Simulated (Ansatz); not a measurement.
## Nudged elastic band, with input and output: BH2BrF2

The run: nudged elastic band of BH2BrF2. Method and program: RKS PBE/def2-SVP (Ansatz 0.2.0).

One setting was made poor on purpose. It belongs to a series of runs on one base structure; here: band between the two ends.

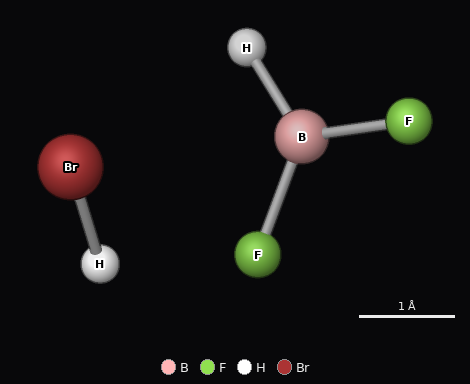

*The starting structure (ball-and-stick view, seen at a tilt).*

**Input file**
```yaml
crystal:
  periodic: [false, false, false]
  atoms:
    - { symbol: B, position_ang: [0.01265, -0.3547, -0.081697] }
    - { symbol: F, position_ang: [0.058539, -0.485681, 1.243954] }
    - { symbol: F, position_ang: [1.151169, -0.454986, -0.746863] }
    - { symbol: H, position_ang: [-1.040124, -0.185411, -0.652355] }
    - { symbol: Br, position_ang: [0.051438, 2.967069, 1.131024] }
    - { symbol: H, position_ang: [0.034129, 1.796309, 1.963238] }
basis:
  gaussian: { orbitals: def2-SVP }
hamiltonian:
  xc: pbe
neb:
  order_check: false
  images: 5
  f_tol: 0.05
  max_iterations: 60
  spring: 50.0
  final_atoms:
    - { symbol: B, position_ang: [0.01315257, 0.43861329, -0.18098739] }
    - { symbol: F, position_ang: [0.00073904, -0.14841362, 1.76753364] }
    - { symbol: F, position_ang: [1.15577737, -0.11712399, -0.55317364] }
    - { symbol: H, position_ang: [-1.05708823, -0.02663737, -0.4955954] }
    - { symbol: Br, position_ang: [0.08010631, 2.36563074, 0.30478065] }
    - { symbol: H, position_ang: [0.07511395, 0.77053095, 2.01474314] }
  initial_path:
    images:
      - { positions_ang: [[0.01265, -0.3547, -0.081697], [0.058539, -0.485681, 1.243954], [1.151169, -0.454986, -0.746863], [-1.040124, -0.185411, -0.652355], [0.051438, 2.967069, 1.131024], [0.034129, 1.796309, 1.963238]] }
      - { positions_ang: [[0.00700586, -0.2394877, -0.05078223], [0.03695963, -0.31560035, 1.38953856], [1.14728926, -0.3141296, -0.71367653], [-1.03810222, -0.12759707, -0.62996912], [0.07407614, 2.71885753, 0.98878295], [0.04057233, 1.5605572, 1.87340738]] }
      - { positions_ang: [[0.00136173, -0.1242754, -0.01986747], [0.01538026, -0.1455197, 1.53512311], [1.14340951, -0.17327321, -0.68049007], [-1.03608044, -0.06978315, -0.60758323], [0.09671429, 2.47064606, 0.8465419], [0.04701566, 1.3248054, 1.78357675]] }
      - { positions_ang: [[-0.00428241, -0.0090631, 0.0110473], [-0.00619911, 0.02456094, 1.68070767], [1.13952977, -0.03241681, -0.6473036], [-1.03405866, -0.01196922, -0.58519735], [0.11935243, 2.22243459, 0.70430085], [0.05345899, 1.0890536, 1.69374613]] }
      - { positions_ang: [[0.00152925, 0.14016236, -0.05296426], [-0.00388639, -0.03309724, 1.70964966], [1.14494563, -0.06065254, -0.61592695], [-1.04173519, -0.01685861, -0.55533003], [0.10627039, 2.27016664, 0.57112745], [0.06067731, 0.98287938, 1.80074513]] }
      - { positions_ang: [[0.00734091, 0.28938783, -0.11697583], [-0.00157368, -0.09075543, 1.73859165], [1.1503615, -0.08888826, -0.58455029], [-1.04941171, -0.02174799, -0.52546271], [0.09318835, 2.31789869, 0.43795405], [0.06789563, 0.87670517, 1.90774414]] }
      - { positions_ang: [[0.01315257, 0.43861329, -0.18098739], [0.00073904, -0.14841362, 1.76753364], [1.15577737, -0.11712399, -0.55317364], [-1.05708823, -0.02663737, -0.4955954], [0.08010631, 2.36563074, 0.30478065], [0.07511395, 0.77053095, 2.01474314]] }
```

Machine: 2 threads of Arm Neoverse V1, 24 GiB of memory available, shared host.

Run as:
```bash
ansatz run input.yaml --threads 2 --pin off --max-ram 3072MiB --backend cpu --events-out ev --progress --plain --runs-dir out
```

**Log**
```
Engine: ansatz 0.2.0, aarch64-unknown-linux-gnu
Functional definition: PBE
  parameter kappa = 0.804
  parameter beta = 0.06672455060314922
  exchange = pbe_x(kappa = kappa, mu = beta*pi^2/3)
  correlation = pbe_c(beta = beta)
911 factors; their error is unknown
mean field evaluation 1: about -76160.3168 eV, gradient 3.2e1 eV
mean field evaluation 2: about -76157.7987 eV, gradient 5.4e1 eV
mean field evaluation 4: about -76161.9370 eV, gradient 8.2e-1 eV
mean field evaluation 8: about -76161.9373 eV, gradient 2.1e-2 eV
mean field evaluation 16: about -76161.8606 eV, gradient 2.3e-5 eV
mean field -76161.86064579 eV, -2798.8967543694 hartree, gradient 2.3e-5 eV, S^2 0.000000; 0 other end points of the search recorded, 0 dependent functions left out
the calculation of the forces begins
reference -76161.86067625 eV, -2798.8967554888 hartree; 30, 30 occupied and 54, 54 virtual orbitals, 911 factors
911 factors; their error is unknown
mean field evaluation 32: about -76161.0872 eV, gradient 3.1e-5 eV
mean field -76161.08722166 eV, -2798.8683315571 hartree, gradient 3.1e-5 eV, S^2 0.000000; 0 other end points of the search recorded, 0 dependent functions left out
[... from here on the field's lines of each further geometry are left out, up to the last ...]
NEB iter   1: max|band force component| = 7.040e0 eV/Å  barrier→ = 2.2262 eV  barrier← = 1.4528 eV  Δτ_max = 0.1897 Å  (172 SCF iters)
NEB iter   2: max|band force component| = 5.721e0 eV/Å  barrier→ = 1.4156 eV  barrier← = 0.6422 eV  Δτ_max = 0.2000 Å  (148 SCF iters)
NEB iter   3: max|band force component| = 2.258e0 eV/Å  barrier→ = 0.9637 eV  barrier← = 0.1903 eV  Δτ_max = 0.1243 Å  (147 SCF iters)
NEB iter   4: max|band force component| = 1.554e0 eV/Å  barrier→ = 0.9283 eV  barrier← = 0.1548 eV  Δτ_max = 0.2000 Å  (137 SCF iters)
NEB iter   5: max|band force component| = 1.518e0 eV/Å  barrier→ = 0.8571 eV  barrier← = 0.0837 eV  Δτ_max = 0.1685 Å  (146 SCF iters)
NEB iter   6: max|band force component| = 5.676e-1 eV/Å  barrier→ = 0.8874 eV  barrier← = 0.1139 eV  CI = image 4  Δτ_max = 0.0573 Å  (143 SCF iters)
NEB iter   7: max|band force component| = 3.288e-1 eV/Å  barrier→ = 0.9072 eV  barrier← = 0.1337 eV  CI = image 4  Δτ_max = 0.0564 Å  (131 SCF iters)
NEB iter   8: max|band force component| = 1.910e-1 eV/Å  barrier→ = 0.9079 eV  barrier← = 0.1344 eV  CI = image 4  Δτ_max = 0.1988 Å  (129 SCF iters)
NEB iter   9: max|band force component| = 2.306e0 eV/Å  barrier→ = 0.9063 eV  barrier← = 0.1329 eV  CI = image 4  Δτ_max = 0.1006 Å  (145 SCF iters)
NEB iter  10: max|band force component| = 1.478e0 eV/Å  barrier→ = 0.9059 eV  barrier← = 0.1325 eV  CI = image 4  Δτ_max = 0.1393 Å  (138 SCF iters)
NEB iter  11: max|band force component| = 2.479e0 eV/Å  barrier→ = 0.9058 eV  barrier← = 0.1324 eV  CI = image 4  Δτ_max = 0.0738 Å  (134 SCF iters)
NEB iter  12: max|band force component| = 1.065e0 eV/Å  barrier→ = 0.9058 eV  barrier← = 0.1324 eV  CI = image 4  Δτ_max = 0.0726 Å  (117 SCF iters)
NEB iter  13: max|band force component| = 3.748e-1 eV/Å  barrier→ = 0.9058 eV  barrier← = 0.1324 eV  CI = image 4  Δτ_max = 0.1389 Å  (113 SCF iters)
NEB iter  14: max|band force component| = 1.499e0 eV/Å  barrier→ = 0.9058 eV  barrier← = 0.1324 eV  CI = image 4  Δτ_max = 0.0671 Å  (113 SCF iters)
NEB iter  15: max|band force component| = 6.941e-1 eV/Å  barrier→ = 0.9058 eV  barrier← = 0.1324 eV  CI = image 4  Δτ_max = 0.1376 Å  (104 SCF iters)
NEB iter  16: max|band force component| = 2.499e-1 eV/Å  barrier→ = 0.9058 eV  barrier← = 0.1324 eV  CI = image 4  Δτ_max = 0.0802 Å  (111 SCF iters)
NEB iter  17: max|band force component| = 6.915e-2 eV/Å  barrier→ = 0.9058 eV  barrier← = 0.1324 eV  CI = image 4  Δτ_max = 0.0114 Å  (104 SCF iters)
the calculation of the forces begins
reference -76161.04961539 eV, -2798.8669495520 hartree; 30, 30 occupied and 54, 54 virtual orbitals, 911 factors
911 factors; their error is unknown
mean field evaluation 704: about -76160.9549 eV, gradient 9.2e-5 eV
mean field -76160.95486571 eV, -2798.8634675655 hartree, gradient 6.7e-5 eV, S^2 0.000000; 1 other end points of the search recorded, 0 dependent functions left out
the calculation of the forces begins
reference -76160.95489305 eV, -2798.8634685703 hartree; 30, 30 occupied and 54, 54 virtual orbitals, 911 factors
NEB iter  18: max|band force component| = 1.449e-2 eV/Å  barrier→ = 0.9058 eV  barrier← = 0.1324 eV  CI = image 4  Δτ_max = 0.0000 Å  (216 SCF iters)
```

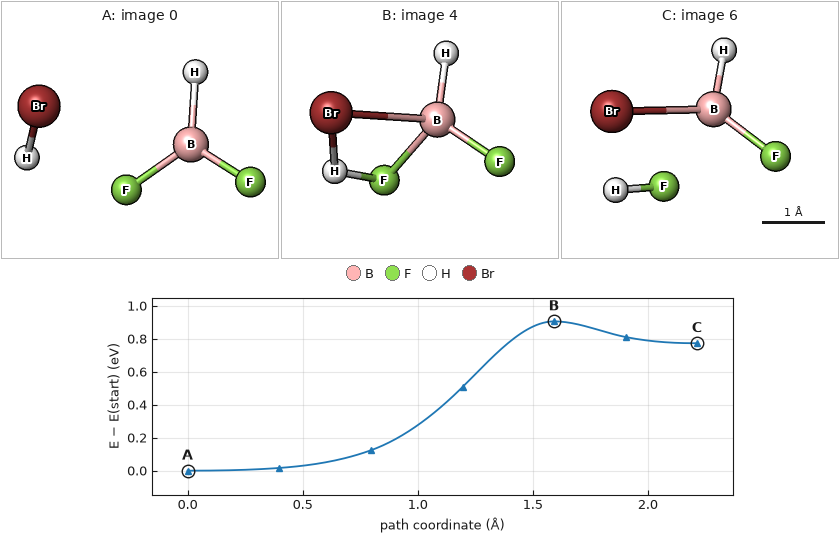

*Images of the last band (counted from 0; ball-and-stick, seen at a tilt) above the energy along the path; the line is a cubic interpolation that uses the forces.*

The highest image is number 4, 0.906 eV above the start and 0.132 eV above the end (the climbing image); the end lies 0.773 eV above the start. The path is 2.21 Å long. The band converged in 18 iterations.

```
Total energy: -76160.95489305 eV, -2798.8634685703 hartree
Atom 0 at     0.010376     0.229887     0.013994 Å, force     0.000009    -0.000008    -0.000001 eV/Å
Atom 1 at     0.029155    -0.136327     1.551475 Å, force     0.000000     0.000000     0.000000 eV/Å
Atom 2 at     1.159784    -0.153173    -0.531544 Å, force    -0.000001     0.000004    -0.000001 eV/Å
Atom 3 at    -1.062257    -0.014488    -0.484405 Å, force    -0.000008     0.000001     0.000002 eV/Å
Atom 4 at     0.062711     2.353974     0.604553 Å, force     0.000000     0.000000     0.000003 eV/Å
Atom 5 at     0.068030     1.002727     1.703229 Å, force    -0.000000     0.000003    -0.000002 eV/Å
Dipole moment:    -0.103937     0.030098     0.196049 e Å
this run last wrote the band of iteration 18 to [file]
```

**The last band as extended XYZ (Å, eV, eV/Å)**
```
6
Properties=species:S:1:pos:R:3:forces:R:3 image=0 energy=-76161.86065
B     0.0126   -0.3547   -0.0817   -0.0035  -0.0003  -0.0069
F     0.0585   -0.4857    1.2440   -0.0008  -0.0002   0.0025
F     1.1512   -0.4550   -0.7469   -0.0002   0.0009   0.0006
H    -1.0401   -0.1854   -0.6524    0.0035  -0.0021   0.0021
Br    0.0514    2.9671    1.1310    0.0005   0.0020  -0.0012
H     0.0341    1.7963    1.9632    0.0005  -0.0003   0.0029
6
Properties=species:S:1:pos:R:3:forces:R:3 image=1 energy=-76161.84407
B     0.0030   -0.2685   -0.0136   -0.0107  -0.0243  -0.0023
F     0.0273   -0.5248    1.2987    0.0036  -0.0246  -0.0271
F     1.1568   -0.2935   -0.6593    0.0029  -0.0282  -0.0202
H    -1.0444   -0.0774   -0.5852    0.0044  -0.0298  -0.0157
Br    0.0525    2.7952    0.9726    0.0043   0.0456   0.0277
H     0.0725    1.6516    1.8440   -0.0044   0.0613   0.0377
6
Properties=species:S:1:pos:R:3:forces:R:3 image=2 energy=-76161.73688
B     0.0025   -0.1492    0.0468    0.0029  -0.2282  -0.0282
F     0.0231   -0.4360    1.3659   -0.0040  -0.2010  -0.0921
F     1.1632   -0.1832   -0.5882   -0.0082  -0.0613  -0.0413
H    -1.0488   -0.0141   -0.5307    0.0099  -0.0396  -0.0319
Br    0.0577    2.5991    0.8337   -0.0023   0.2364   0.1244
H     0.0701    1.4661    1.7297    0.0016   0.2937   0.0691
6
Properties=species:S:1:pos:R:3:forces:R:3 image=3 energy=-76161.35323
B     0.0053    0.0340    0.0687   -0.0181  -0.7315   0.2072
F     0.0264   -0.2842    1.4412   -0.0094  -0.5092  -0.3827
F     1.1630   -0.1464   -0.5532    0.0095  -0.0067  -0.0587
H    -1.0578    0.0079   -0.5024    0.0133   0.0542  -0.0464
Br    0.0603    2.4216    0.7304   -0.0064   0.2516   0.4064
H     0.0706    1.2499    1.6726    0.0112   0.9416  -0.1258
6
Properties=species:S:1:pos:R:3:forces:R:3 image=4 energy=-76160.95487
B     0.0104    0.2299    0.0140    0.0000   0.0000   0.0000
F     0.0292   -0.1363    1.5515    0.0000   0.0000   0.0000
F     1.1598   -0.1532   -0.5315    0.0000   0.0000   0.0000
H    -1.0623   -0.0145   -0.4844    0.0000   0.0000   0.0000
Br    0.0627    2.3540    0.6046    0.0000   0.0000   0.0000
H     0.0680    1.0027    1.7032    0.0000   0.0000   0.0000
6
Properties=species:S:1:pos:R:3:forces:R:3 image=5 energy=-76161.04959
B     0.0130    0.3557   -0.0744    0.0018   0.1191  -0.0836
F     0.0162   -0.1145    1.6539   -0.0095   0.0134   0.0904
F     1.1585   -0.1408   -0.5275   -0.0026   0.0185  -0.0027
H    -1.0595   -0.0289   -0.4773    0.0011  -0.0081   0.0051
Br    0.0727    2.3479    0.4480    0.0082  -0.0063  -0.1334
H     0.0670    0.8632    1.8346    0.0010  -0.1366   0.1242
6
Properties=species:S:1:pos:R:3:forces:R:3 image=6 energy=-76161.08722
B     0.0132    0.4386   -0.1810   -0.0176  -0.0045  -0.0094
F     0.0007   -0.1484    1.7675   -0.0005  -0.0271  -0.0005
F     1.1558   -0.1171   -0.5532    0.0145  -0.0044   0.0002
H    -1.0571   -0.0266   -0.4956    0.0034   0.0062   0.0067
Br    0.0801    2.3656    0.3048   -0.0001   0.0030   0.0057
H     0.0751    0.7705    2.0147    0.0003   0.0267  -0.0027
```

**Key numbers**

- outcome: converged
- barrier, forward: 0.906 eV
- barrier, backward: 0.132 eV
- wall time: 99 s (CPU time 3.2 min)
- peak memory: 0.12 GiB

**Notes**

A deliberately poor setting: spring. The order of the saddle point was not checked.
